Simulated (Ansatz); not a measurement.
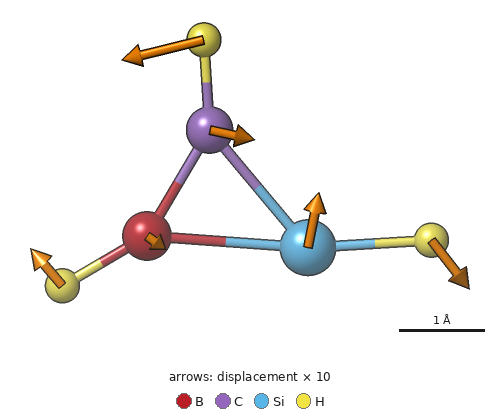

This is a relaxation of CH3BSi. The starting structure is drawn; orange arrows show the displacements, magnified 10 times. The two geometries are superimposed by the best rigid fit.

A ball-and-stick model, seen at a tilt.

Theory: RKS PBE0-D4/def2-TZVP (Ansatz). (force threshold 0.005 eV/Å; at most 200 steps)

Which element moves most?

Answer. Hydrogen: up to 0.10 Å, against 0.07 Å for silicon.

What happened in the run?

Answer. Over 6 geometry steps the energy falls by 2.75 kcal/mol. The largest force component goes from 2.1 to 0.0036 eV/Å. An H atom moves most after the best rigid fit: 0.10 Å. By element the largest moves are H 0.10 Å, Si 0.07 Å, C 0.06 Å, B 0.03 Å. Near-neighbour distances that change, for instance: C–Si 1.818 → 1.732 Å, H–Si 1.460 → 1.490 Å, B–H 1.161 → 1.185 Å, B–C 1.461 → 1.481 Å. Among the angles between lasting bonds that change: B–C–H 146.0° → 137.0°, Si–C–H 143.9° → 151.4°, B–Si–H 172.3° → 179.7°. The run took of the order of 25 core-seconds on a shared host.
